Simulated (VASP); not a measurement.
# 1T-CaI2 monolayer and its bilayer, part 5 of 6

What are the lattice, gap and band positions of 1T-CaI2 monolayer, and what does a second sheet change?

VASP 6.6.1, plane waves and PAW; the level of theory is named at each step.

So far. Step 12 (A rigid stacking): Energy at zero smearing: -7.90229 eV.

## (13) Relaxing the bilayer

Level of this step: optB86b-vdW; plane waves and PAW (Ca_pv, I) (VASP).

The lowest stacking relaxes at the monolayer's lattice.

INCAR reads:

```
SYSTEM = CaI2
PREC = Normal
ENCUT = 350
EDIFF = 1E-07
NELM = 120
ISMEAR = 0
SIGMA = 0.03
LREAL = .FALSE.
ALGO = Fast
GGA = MK
AGGAC = 0
LUSE_VDW = .TRUE.
PARAM1 = 0.1234
PARAM2 = 1
LASPH = .TRUE.
NBANDS = 28
LORBIT = 11
LWAVE = .FALSE.
LCHARG = .FALSE.
KPAR = 4
IBRION = 2
NSW = 70
ISIF = 2
EDIFFG = -0.004
POTIM = 0.8
MAXMIX = 40
IDIPOL = 3
LDIPOL = .TRUE.
DIPOL = 0.5 0.5 0.5
```

POSCAR reads:

```
CaI2
1.0
    4.4429426768      0.0000000000      0.0000000000
   -2.2214713384      3.8477012256      0.0000000000
    0.0000000000      0.0000000000     27.2451557408
Ca I
2 4
Direct
    0.0000000000      0.0000000000      0.3775456100
    0.0000000000      0.0000000000      0.6224543900
    0.3333333300      0.6666666700      0.3119820700
    0.6666666700      0.3333333300      0.4431091500
    0.3333333300      0.6666666700      0.5568908500
    0.6666666700      0.3333333300      0.6880179300
```

KPOINTS reads:

```
Automatic mesh
0
Gamma
9 9 1
0 0 0
```

PAW data sets: Ca_pv and I (PBE family, release 64).

On the command line:

```
> mpirun -np 4 vasp_std
```

Output:

```text
[... set-up lines as in an earlier step ...]
 entering main loop
       N       E                     dE             d eps       ncg     rms          rms(c)
[... 5 cycles as in an earlier step ...]
RMM:   6    -0.788154468228E+01    0.81263E-01   -0.24600E-01   817   0.265E+00    0.302E+00
RMM:   7    -0.790861421810E+01   -0.27070E-01   -0.69480E-01   760   0.355E+00    0.575E-01
RMM:   8    -0.791111677038E+01   -0.25026E-02   -0.56825E-02   990   0.170E+00    0.580E-01
RMM:   9    -0.791062806644E+01    0.48870E-03   -0.10139E-02  1039   0.611E-01    0.570E-01
RMM:  10    -0.790924194794E+01    0.13861E-02   -0.24302E-03  1092   0.281E-01    0.355E-01
RMM:  11    -0.791092040269E+01   -0.16785E-02   -0.45848E-02  1049   0.721E-01    0.580E-01
RMM:  12    -0.790844114695E+01    0.24793E-02   -0.47283E-03   830   0.317E-01    0.237E-01
RMM:  13    -0.791014138597E+01   -0.17002E-02   -0.17943E-03  1047   0.251E-01    0.469E-01
RMM:  14    -0.790881823723E+01    0.13231E-02   -0.91418E-04   963   0.140E-01    0.364E-01
RMM:  15    -0.790782754013E+01    0.99070E-03   -0.51637E-03  1026   0.197E-01    0.185E-01
RMM:  16    -0.790787341743E+01   -0.45877E-04   -0.14609E-04  1008   0.650E-02    0.186E-01
RMM:  17    -0.790790189394E+01   -0.28477E-04   -0.30515E-05  1012   0.284E-02    0.198E-01
RMM:  18    -0.790780282228E+01    0.99072E-04   -0.39905E-04  1054   0.767E-02    0.464E-02
RMM:  19    -0.790785786628E+01   -0.55044E-04   -0.15371E-04  1003   0.480E-02    0.253E-02
RMM:  20    -0.790790280417E+01   -0.44938E-04   -0.66849E-05   781   0.289E-02    0.208E-02
RMM:  21    -0.790801508634E+01   -0.11228E-03   -0.32141E-05   910   0.243E-02    0.854E-03
RMM:  22    -0.790802830334E+01   -0.13217E-04   -0.79133E-06   778   0.111E-02    0.843E-03
RMM:  23    -0.790803459797E+01   -0.62946E-05   -0.24973E-06   885   0.965E-03    0.515E-03
RMM:  24    -0.790803475079E+01   -0.15282E-06   -0.13361E-06   776   0.532E-03    0.115E-02
RMM:  25    -0.790802928970E+01    0.54611E-05   -0.44562E-06   922   0.808E-03    0.291E-03
RMM:  26    -0.790802531960E+01    0.39701E-05   -0.24308E-06   855   0.508E-03    0.222E-03
RMM:  27    -0.790802687740E+01   -0.15578E-05   -0.47124E-07   536   0.366E-03    0.234E-03
RMM:  28    -0.790802806023E+01   -0.11828E-05   -0.67060E-07   548   0.338E-03    0.213E-03
 num prob  num prob  num prob RMM:  29    -0.790802875831E+01   -0.69809E-06   -0.20984E-07   516   0.249E-03    0.155E-03
 num prob RMM:  30    -0.790802966966E+01   -0.91134E-06   -0.63886E-07   670   0.373E-03    0.652E-04
RMM:  31    -0.790802964777E+01    0.21886E-07   -0.96374E-08   453   0.195E-03
   1 F= -.79080296E+01 E0= -.79080296E+01  d E =-.790803E+01
 curvature:   0.00 expect dE= 0.000E+00 dE for cont linesearch  0.000E+00
 trial: gam= 0.00000 g(F)=  0.377E-02 g(S)=  0.000E+00 ort = 0.000E+00 (trialstep = 0.100E+01)
 search vector abs. value=  0.377E-02
 bond charge predicted
       N       E                     dE             d eps       ncg     rms          rms(c)
DAV:   1    -0.790996792039E+01   -0.19383E-02   -0.23822E-01   756   0.206E+00    0.177E-01
RMM:   2    -0.791115042517E+01   -0.11825E-02   -0.13551E-02   930   0.699E-01    0.223E-01
RMM:   3    -0.791103418751E+01    0.11624E-03   -0.23604E-03   993   0.300E-01    0.734E-02
RMM:   4    -0.791110749230E+01   -0.73305E-04   -0.58527E-04  1089   0.135E-01    0.726E-02
RMM:   5    -0.791122049684E+01   -0.11300E-03   -0.12794E-04   973   0.645E-02    0.309E-02
RMM:   6    -0.791122020298E+01    0.29386E-06   -0.74335E-05  1064   0.365E-02    0.689E-02
RMM:   7    -0.791121648323E+01    0.37197E-05   -0.49293E-05   937   0.384E-02    0.469E-02
RMM:   8    -0.791119847516E+01    0.18008E-04   -0.14602E-04   848   0.386E-02    0.117E-02
RMM:   9    -0.791120335747E+01   -0.48823E-05   -0.11855E-05   921   0.248E-02    0.106E-02
RMM:  10    -0.791120680959E+01   -0.34521E-05   -0.53958E-06   947   0.109E-02    0.738E-03
RMM:  11    -0.791120724815E+01   -0.43856E-06   -0.10421E-06   807   0.562E-03    0.621E-03
 num prob RMM:  12    -0.791120840203E+01   -0.11539E-05   -0.46994E-07   712   0.412E-03    0.450E-03
RMM:  13    -0.791120986431E+01   -0.14623E-05   -0.34019E-07   589   0.328E-03    0.412E-03
 num prob RMM:  14    -0.791121005244E+01   -0.18813E-06   -0.17702E-07   492   0.270E-03    0.299E-03
 num prob RMM:  15    -0.791121067370E+01   -0.62125E-06   -0.27169E-07   548   0.296E-03    0.817E-04
 num prob RMM:  16    -0.791121111162E+01   -0.43792E-06   -0.14921E-07   482   0.290E-03    0.567E-04
RMM:  17    -0.791121121451E+01   -0.10289E-06   -0.14549E-07   479   0.280E-03    0.236E-04
 num prob RMM:  18    -0.791121133545E+01   -0.12094E-06   -0.11052E-07   501   0.241E-03    0.959E-05
 num prob RMM:  19    -0.791121136453E+01   -0.29077E-07   -0.11877E-07   430   0.210E-03
   2 F= -.79112114E+01 E0= -.79112114E+01  d E =-.318172E-02
[... from here on, the cycles between the ionic steps are left out ...]
   3 F= -.79140642E+01 E0= -.79140642E+01  d E =-.603458E-02
   4 F= -.79157723E+01 E0= -.79157723E+01  d E =-.170808E-02
   5 F= -.79166410E+01 E0= -.79166410E+01  d E =-.257681E-02
   6 F= -.79180098E+01 E0= -.79180098E+01  d E =-.136880E-02
   7 F= -.79216026E+01 E0= -.79216026E+01  d E =-.496153E-02
   8 F= -.79265936E+01 E0= -.79265936E+01  d E =-.995257E-02
[...]
WARNING in EDDRMM: call to ZHEGV failed, returncode =   6  3     14
   9 F= -.79291293E+01 E0= -.79291293E+01  d E =-.124882E-01
  10 F= -.79293174E+01 E0= -.79293174E+01  d E =-.126764E-01
  11 F= -.79292480E+01 E0= -.79292480E+01  d E =0.694667E-04
  12 F= -.79293935E+01 E0= -.79293935E+01  d E =-.760329E-04
 curvature:  -0.81 expect dE=-0.713E-05 dE for cont linesearch -0.211E-09
 trial: gam= 0.09973 g(F)=  0.880E-05 g(S)=  0.000E+00 ort =-0.153E-06 (trialstep = 0.347E+01)
 search vector abs. value=  0.966E-05
 bond charge predicted
       N       E                     dE             d eps       ncg     rms          rms(c)
DAV:   1    -0.792934336834E+01    0.50161E-04   -0.74457E-03   848   0.552E-01    0.366E-02
RMM:   2    -0.792931697080E+01    0.26398E-04   -0.55830E-04   963   0.164E-01    0.251E-02
RMM:   3    -0.792938033569E+01   -0.63365E-04   -0.16580E-04   956   0.761E-02    0.169E-02
RMM:   4    -0.792940010358E+01   -0.19768E-04   -0.29852E-05   918   0.404E-02    0.872E-03
RMM:   5    -0.792940669233E+01   -0.65888E-05   -0.13793E-05  1041   0.192E-02    0.784E-03
RMM:   6    -0.792940456298E+01    0.21294E-05   -0.27417E-06   954   0.126E-02    0.616E-03
RMM:   7    -0.792940545846E+01   -0.89548E-06   -0.98711E-07   839   0.685E-03    0.345E-03
RMM:   8    -0.792940533645E+01    0.12202E-06   -0.35539E-07   631   0.361E-03    0.221E-03
RMM:   9    -0.792940516920E+01    0.16724E-06   -0.23347E-07   476   0.388E-03    0.146E-03
 num prob RMM:  10    -0.792940478392E+01    0.38529E-06   -0.26028E-07   580   0.380E-03    0.228E-03
RMM:  11    -0.792940541141E+01   -0.62749E-06   -0.13895E-07   485   0.316E-03    0.151E-03
 num prob  num prob RMM:  12    -0.792940560660E+01   -0.19519E-06   -0.19543E-07   517   0.361E-03    0.136E-03
RMM:  13    -0.792940605845E+01   -0.45185E-06   -0.16540E-07   527   0.297E-03    0.106E-03
RMM:  14    -0.792940625064E+01   -0.19219E-06   -0.97327E-08   459   0.211E-03    0.911E-04
RMM:  15    -0.792940640228E+01   -0.15164E-06   -0.77226E-08   463   0.212E-03    0.669E-04
RMM:  16    -0.792940639754E+01    0.47421E-08   -0.11753E-07   459   0.230E-03
  13 F= -.79294064E+01 E0= -.79294064E+01  d E =-.129275E-04
 trial-energy change:   -0.000013  1 .order   -0.000011   -0.000030    0.000008
 step:   2.8674(harm=  2.7254)  dis= 0.00121  next Energy=    -7.929407 (dE=-0.136E-04)
 reached required accuracy - stopping structural energy minimisation
```

The job ended after 14 min (4 MPI ranks of Intel Xeon 6975P-C (Granite Rapids), shared host; peak memory 2.2 GiB; 57 min of CPU time).

Parts of OUTCAR (step 13):

```text
   NELECT =      44.0000    total number of electrons

 E-fermi :  -2.3666

 k-point     1 :       0.0000    0.0000    0.0000
  band No.  band energies     occupation
    ...
     18      -2.6440      2.00000
     19      -2.6141      2.00000
     20      -2.6141      2.00000
     21      -2.5424      2.00000
     22      -2.5424      2.00000
     23       1.9322      0.00000
     24       1.9704      0.00000
     25       2.0367      0.00000
     26       2.0367      0.00000
     27       2.0622      0.00000
    ...

Total vdW correction in eV:      9.7109448

  Total        0.0111247      0.0111247     -0.0303102      0.0000000      0.0000000      0.0000000
  in kB        0.0382682      0.0382682     -0.1042650      0.0000000      0.0000000      0.0000000
  external PRESSURE =      -0.0092429 kB  Pullay stress =       0.0000000 kB

 POSITION                                       TOTAL-FORCE (eV/Angst)
 -----------------------------------------------------------------------------------
      4.44294      0.00000     10.13455         0.000000      0.000000      0.000412
      4.44294      0.00000     17.11060         0.000000     -0.000000     -0.000412
     -0.00000      2.56513      8.35287        -0.000000      0.000000     -0.002447
      2.22147      1.28257     11.91778         0.000000      0.000000      0.000209
     -0.00000      2.56513     15.32738        -0.000000      0.000000     -0.000209
      2.22147      1.28257     18.89229         0.000000      0.000000      0.002447
 -----------------------------------------------------------------------------------
    total drift:                               -0.000000     -0.000000      0.000000

  FREE ENERGIE OF THE ION-ELECTRON SYSTEM (eV)
  ---------------------------------------------------
  free  energy   TOTEN  =        -7.9294063975 eV

  energy  without entropy=       -7.9294063975  energy(sigma->0) =       -7.92940640

Total vdW correction in eV:      9.7109461

 vacuum level on the upper side and lower side of the slab         3.708         3.708

[... 10 parts as in an earlier step ...]

[... 9 further parts left out ...]
```

CONTCAR:

```
CaI2
   1.00000000000000
     4.4429426768000004    0.0000000000000000    0.0000000000000000
    -2.2214713384000002    3.8477012255999998    0.0000000000000000
     0.0000000000000000    0.0000000000000000   27.2451557408000014
  Ca              I
     2     4
Direct
     1.0000000000000000    0.0000000000000000    0.3719762838946907
     1.0000000000000000    0.0000000000000000    0.6280237161053094
     0.3333333300000021    0.6666666699999979    0.3065816902566452
     0.6666666699999979    0.3333333300000021    0.4374274386351909
     0.3333333300000021    0.6666666699999979    0.5625725613648090
     0.6666666699999979    0.3333333300000021    0.6934183097433546
```

Step by step:

```csv
step,energy less that of the first step (eV),largest force (eV/Å)
1,0.0000,0.1543
2,-0.0032,0.1030
3,-0.0060,0.0956
4,-0.0077,0.0542
5,-0.0086,0.1008
6,-0.0100,0.0954
7,-0.0136,0.0797
8,-0.0186,0.0485
9,-0.0211,0.0221
10,-0.0213,0.0191
11,-0.0212,0.0326
12,-0.0214,0.0053
13,-0.0214,0.0024
```

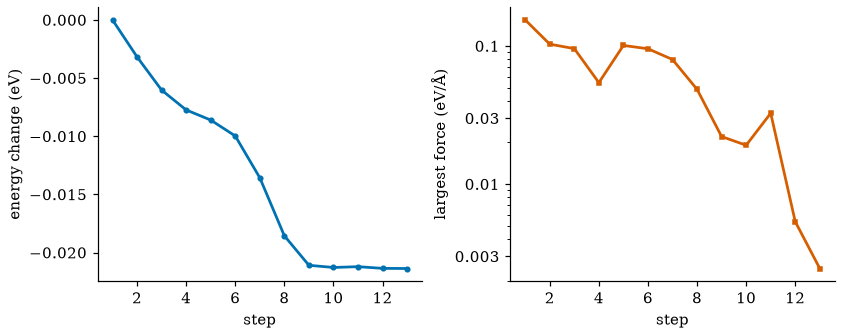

Energy and largest force along the relaxation.

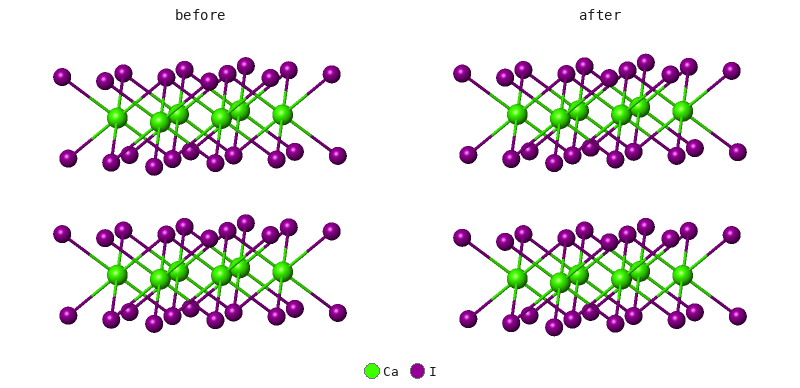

Before and after, at one scale.

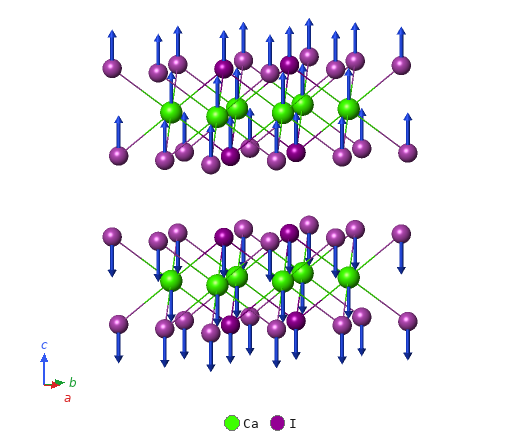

Displacements in the relaxation, exaggerated; the longest in the cell stands for 0.15 Å. 1×2×1 cells are drawn. Some periodic images of atoms are drawn too.

The atoms that moved most (Å):

```csv
atom,dx,dy,dz,length
I4,0.000,0.000,-0.155,0.155
I5,0.000,0.000,0.155,0.155
Ca1,0.000,0.000,-0.152,0.152
Ca2,0.000,0.000,0.152,0.152
I6,0.000,0.000,0.147,0.147
I3,0.000,0.000,-0.147,0.147
```

The relaxed structure:

```
Ca I
1.0
     4.44294    0.00000    0.00000
    -2.22147    3.84770    0.00000
     0.00000    0.00000   27.24516
Ca I
2 4
Direct
  0.00000 0.00000 0.37198
  0.00000 0.00000 0.62802
  0.33333 0.66667 0.30658
  0.66667 0.33333 0.43743
  0.33333 0.66667 0.56257
  0.66667 0.33333 0.69342
```

Numbers from this step:

```
electronic steps               : 214
free energy (TOTEN)            : -7.929 eV
Fermi energy                   : -2.367 eV
dipole moment                  : 0, 0, 0 e·Å
gap on the k-mesh              : 3.732 eV
least direct gap on the k-mesh : 4.243 eV
```

The run ended after 13 ionic steps, 0.021 eV below its first step, once the forces on the free atoms met EDIFFG = -0.004.

[end of part 5 of 6]

[Lines on the potential files, build, host, timing and source positions are cut from VASP's logs without a mark.]

[Logs are printed without paths, hosts, clocks, repeated set-up lines and the standing remarks that a program may print on its own settings, such as how far it seeks lower states.]

[Hosts, paths, dates, database ids (printed as entryN), source tags and the programs' standing remarks are cut or masked in the printed files.]

[Runs that stopped without an error message from VASP are left out.]
